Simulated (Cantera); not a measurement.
A closed system holds: 1 mol CaCO₃, 0.35 mol H₂O, at 13000 Pa.

These are equilibrium values from Cantera (NASA tables, ideal gas, pure condensed phases), not measurements of a reactor. Candidate condensed phases: C, C₆H₆, C₇H₈, C₈H₁₈, Ca, CaCO₃, CaO, Ca(OH)₂, H₂O; 115 gas species. The numbers say what is thermodynamically allowed, not how fast it happens.

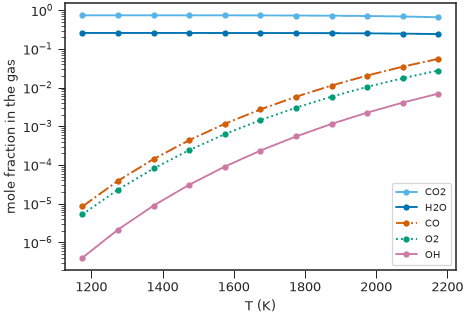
Figure: Equilibrium gas composition (values under 1e-9 drawn at 1e-9)

From 1175 K to 2175 K the condensed part is CaO(s).
